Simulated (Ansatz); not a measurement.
# AlNH4 (triplet): correlated methods under varied settings at distance Al1–H4 along a hydrogen transfer = 1.809 Å

What do other methods and options give for AlNH4 (triplet) at this geometry, and how long do they take?

Program: Ansatz 0.2.0, Gaussian basis. Level of theory: the settings change from run to run. These are calculated values, not measurements.

5 further runs of the same task are left out: 3 that didn't finish, 2 set aside as unsound or not needed.

## 1. What is computed

The geometry derives from fragments relaxed apart (PBE0/def2-TZVP) and kept rigid, so it is no stationary point. A hydrogen atom is moved between rigid fragments.

6 atoms, charge 0, spin multiplicity 3.

Atoms are counted from 1 here; the program's logs count them from 0.

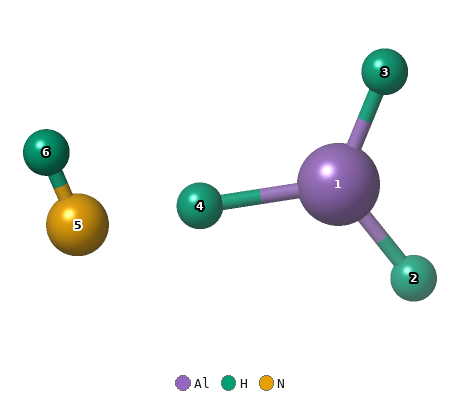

The structure; aluminium purple, hydrogen teal, nitrogen amber; atoms are numbered from 1 in the order of the file.

## 2. CCSD/cc-pVDZ

Contents of in.yaml:

```yaml
crystal:
  periodic: [false, false, false]
  atoms:
    - {symbol: Al, position_ang: [-1.147624, 0.022483, 0.000000]}
    - {symbol: H, position_ang: [-1.940548, 1.395868, 0.000000]}
    - {symbol: H, position_ang: [-1.940548, -1.350901, 0.000000]}
    - {symbol: H, position_ang: [0.661376, 0.022483, 0.000000]}
    - {symbol: N, position_ang: [2.260376, 0.022483, 0.000000]}
    - {symbol: H, position_ang: [2.529458, -0.981743, 0.000000]}
basis:
  gaussian: {orbitals: cc-pVDZ, point_charges: [{charge: 0.50, position_ang: [5.634, -0.578, -0.753]}]}
magnetization: {spin_polarized: true, initial_magnetization: 2}
hamiltonian: {xc: {name: B3LYP}}
correlation: {method: ccsd, electrons: outside_noble_gas, diis_vectors: 4}
scf: {lower_state_search: light}
output: {forces: true}
```

On the command line:

```sh
ansatz run in.yaml --threads 1 --pin off --events-out ev --progress --plain --max-ram 2393MiB
```

The program printed, cut to the lines that bear on the results:

```text
Functional definition: B3LYP
  name "B3LYP"
  cite "Stephens, Devlin, Chabalowski & Frisch, J. Phys. Chem. 98, 11623 (1994) doi:10.1021/j100096a001"
  cite "Becke, Phys. Rev. A 38, 3098 (1988) doi:10.1103/PhysRevA.38.3098"
  cite "Lee, Yang & Parr, Phys. Rev. B 37, 785 (1988) doi:10.1103/PhysRevB.37.785"
  cite "Vosko, Wilk & Nusair, Can. J. Phys. 58, 1200 (1980) doi:10.1139/p80-159"
[...]
492 factors; integrals over basis functions are off by at most 1.5e-3 eV
[...]
mean field -8148.00703117 eV, -299.4337354779 hartree, gradient 7.0e-6 eV, S^2 2.011072; 0 other end points of the search recorded, 0 dependent functions left out
6 core orbitals not correlated: weight in the atoms' cores, before any rotation towards them, 1.000 or more for the frozen orbitals, at most 0.000 for the correlated occupied ones
reference -8123.77309137 eV, -298.5431546166 hartree; 7, 5 occupied and 39, 41 virtual orbitals, 492 factors
second order -5.71213977 eV of doubles, -0.28781784 eV of singles
cycle   1  -6.62997095 eV  change   -6.3e-1 eV  update   6.2e-2
[...]
cycle  15  -6.93122021 eV  change    1.8e-7 eV  update   1.2e-6
[...]
Total energy: -8130.70431158 eV, -298.7978722614 hartree
Atom 0 at    -1.147624     0.022483     0.000000 Å, force     0.908266    -0.023556     0.012739 eV/Å
Atom 1 at    -1.940548     1.395868     0.000000 Å, force     0.078453     0.034378    -0.002414 eV/Å
Atom 2 at    -1.940548    -1.350901     0.000000 Å, force     0.056455    -0.049897    -0.002909 eV/Å
Atom 3 at     0.661376     0.022483     0.000000 Å, force    -1.278269    -0.157803    -0.002977 eV/Å
Atom 4 at     2.260376     0.022483     0.000000 Å, force     0.617709     0.847775    -0.051894 eV/Å
Atom 5 at     2.529458    -0.981743     0.000000 Å, force    -0.361353    -0.709906     0.041164 eV/Å
Dipole moment:    -0.200416    -0.241863     0.009203 e Å
```

Wall time 8.5 s (1 thread of Arm Neoverse V1, shared host).

From the report: ⟨S²⟩ of the determinant 2.011 (pure triplet: 2.00); correlation -6.9312 eV; T1 0.021; largest double amplitude 0.04. The orbitals are Kohn-Sham ones, so correlation energy and T1 don't compare with those on Hartree-Fock orbitals.

## 3. HF/6-31G*

in.yaml: that of step 2 with these lines changed.

```diff
@@ -10,7 +10,6 @@
 basis:
-  gaussian: {orbitals: cc-pVDZ, point_charges: [{charge: 0.50, position_ang: [5.634, -0.578, -0.753]}]}
+  gaussian: {orbitals: "6-31G*"}
 magnetization: {spin_polarized: true, initial_magnetization: 2}
-hamiltonian: {xc: {name: B3LYP}}
-correlation: {method: ccsd, electrons: outside_noble_gas, diis_vectors: 4}
-scf: {lower_state_search: light}
-output: {forces: true}
+hamiltonian: {xc: hf}
+scf: {lower_state_search: off}
+output: {orbitals: {seedname: orbitals}}
```

Same command.

The program printed:

```text
Functional definition: HF
  name "HF"
  cite "Fock, Z. Phys. 61, 126 (1930) doi:10.1007/BF01340294"
  parent pbe
  exchange = exact_x
  correlation = 0
these checks for a lower state are left out or cut short: stability, starts, cluster_reference, orbital_swaps, neighbouring_geometries, increment
429 factors; integrals over basis functions are off by at most 8.4e-4 eV
mean field evaluation 1: about -8121.6925 eV, gradient 1.3e1 eV
mean field evaluation 2: about -8121.7120 eV, gradient 1.3e1 eV
mean field evaluation 4: about -8123.4760 eV, gradient 2.8e0 eV
mean field evaluation 8: about -8123.6729 eV, gradient 2.0e-1 eV
mean field evaluation 16: about -8123.6748 eV, gradient 3.2e-6 eV
mean field -8123.67484025 eV, -298.5395439548 hartree, gradient 3.2e-6 eV, S^2 2.040673; 0 other end points of the search recorded, 0 dependent functions left out
reference -8123.67484025 eV, -298.5395439548 hartree; 13, 11 occupied and 29, 31 virtual orbitals, 429 factors
Total energy: -8123.67484025 eV, -298.5395439548 hartree
Checks for a lower state left out: stability, starts, cluster_reference, orbital_swaps, neighbouring_geometries, increment
```

Wall time 0.27 s (1 thread of Arm Neoverse V1, shared host).

From the report: ⟨S²⟩ of the determinant 2.041 (pure triplet: 2.00).

## 4. MP2 on ROHF/def2-mTZVP

in.yaml: that of step 3 with these lines changed.

```diff
@@ -10,6 +10,5 @@
 basis:
-  gaussian: {orbitals: "6-31G*"}
-magnetization: {spin_polarized: true, initial_magnetization: 2}
-hamiltonian: {xc: hf}
+  gaussian: {orbitals: def2-mTZVP}
+magnetization: {spin_polarized: false, initial_magnetization: 2}
+correlation: {method: mp2, electrons: outside_noble_gas}
 scf: {lower_state_search: off}
-output: {orbitals: {seedname: orbitals}}
```

Launched as before.

The program printed, cut to the lines that bear on the results:

```text
Functional definition: HF
  name "HF"
  cite "Fock, Z. Phys. 61, 126 (1930) doi:10.1007/BF01340294"
  parent pbe
[...]
493 factors; integrals over basis functions are off by at most 1.3e-3 eV
[...]
mean field -8124.31919428 eV, -298.5632235284 hartree, gradient 2.6e-6 eV, S^2 2.000000; 0 other end points of the search recorded, 0 dependent functions left out
6 core orbitals not correlated: weight in the atoms' cores, before any rotation towards them, 1.000 or more for the frozen orbitals, at most 0.000 for the correlated occupied ones
reference -8124.31919428 eV, -298.5632235284 hartree; 7, 5 occupied and 40, 42 virtual orbitals, 493 factors
second order -4.73454466 eV of doubles, -0.15408783 eV of singles
Total energy: -8129.20782677 eV, -298.7428774587 hartree
Checks for a lower state left out: stability, starts, cluster_reference, orbital_swaps, neighbouring_geometries, increment
```

Wall time 0.42 s (1 thread of Arm Neoverse V1, shared host).

## 5. CCSDT(Q) on ROHF/6-31G

in.yaml: that of step 4 with these lines changed.

```diff
@@ -10,5 +10,6 @@
 basis:
-  gaussian: {orbitals: def2-mTZVP}
+  gaussian: {orbitals: 6-31G, fitting: {mean_field: def2-universal-jkfit}}
 magnetization: {spin_polarized: false, initial_magnetization: 2}
-correlation: {method: mp2, electrons: outside_noble_gas}
-scf: {lower_state_search: off}
+correlation: {method: ccsdt_q, electrons: outside_noble_gas}
+accuracy: high
+output: {forces: true}
```

Same command.

The program printed, cut to the lines that bear on the results:

```text
Functional definition: HF
  name "HF"
  cite "Fock, Z. Phys. 61, 126 (1930) doi:10.1007/BF01340294"
  parent pbe
[...]
277 factors; integrals over basis functions are off by at most 9.8e-2 eV
[...]
mean field -8122.34653676 eV, -298.4907297016 hartree, gradient 2.8e-8 eV, S^2 2.000000; 2 other end points of the search recorded, 0 dependent functions left out
determinant -8122.34653676 eV, -298.4907297016 hartree, with singles and doubles -8126.33843533 eV, -298.6374292685 hartree
determinant -8118.97720420 eV, -298.3669090141 hartree, with singles and doubles -8123.14845485 eV, -298.5201996478 hartree
6 core orbitals not correlated: weight in the atoms' cores, before any rotation towards them, 1.000 or more for the frozen orbitals, at most 0.000 for the correlated occupied ones
reference -8122.34653676 eV, -298.4907297016 hartree; 7, 5 occupied and 17, 19 virtual orbitals, 277 factors
second order -2.95225093 eV of doubles, -0.10156092 eV of singles
cycle   1  -3.62924829 eV  change   -5.7e-1 eV  update   7.5e-2
[...]
cycle  31  -4.06586886 eV  change  -7.0e-11 eV  update  8.1e-10
perturbative correction -0.00504516 eV, -0.0001854062 hartree
[...]
Total energy: -8126.41745078 eV, -298.6403330325 hartree
Atom 0 at    -1.147624     0.022483     0.000000 Å, force     1.227086    -0.002707    -0.000000 eV/Å
Atom 1 at    -1.940548     1.395868     0.000000 Å, force    -0.272340     0.477330     0.000000 eV/Å
Atom 2 at    -1.940548    -1.350901     0.000000 Å, force    -0.295498    -0.502093    -0.000000 eV/Å
Atom 3 at     0.661376     0.022483     0.000000 Å, force    -1.157571    -0.127622     0.000000 eV/Å
Atom 4 at     2.260376     0.022483     0.000000 Å, force     0.552073     1.015593     0.000000 eV/Å
Atom 5 at     2.529458    -0.981743     0.000000 Å, force    -0.053750    -0.860499    -0.000000 eV/Å
Dipole moment:    -0.045717    -0.321711    -0.000000 e Å
```

Wall time 88 s (1 thread of Arm Neoverse V1, shared host); peak memory 1 GiB.

From the report: correlation -4.0709 eV; T1 0.032; largest double amplitude 0.05.

## 6. All runs side by side

```
                                                  level         correlated  functions  energy (eV)    time
CCSD/cc-pVDZ (beside a point charge, on B3LYP orbitals)  outside noble gas         52   -8130.7043   8.5 s
                                              HF/6-31G*                            42   -8123.6748  0.27 s
                                 MP2 on ROHF/def2-mTZVP  outside noble gas         53   -8129.2078  0.42 s
                                 CCSDT(Q) on ROHF/6-31G  outside noble gas         30   -8126.4175    88 s
```

## 7. Outcome

| quantity | value |
| --- | --- |
| runs | 4 |
| quickest | HF/6-31G*, 0.27 s |
| slowest | CCSDT(Q) on ROHF/6-31G, 88 s |

What this shows: Total energies in different bases, with other cores or another treatment of relativity can't be set against each other. CCSDT(Q) on ROHF/6-31G took 324 times as long as HF/6-31G*; the jobs differ in more than the method.
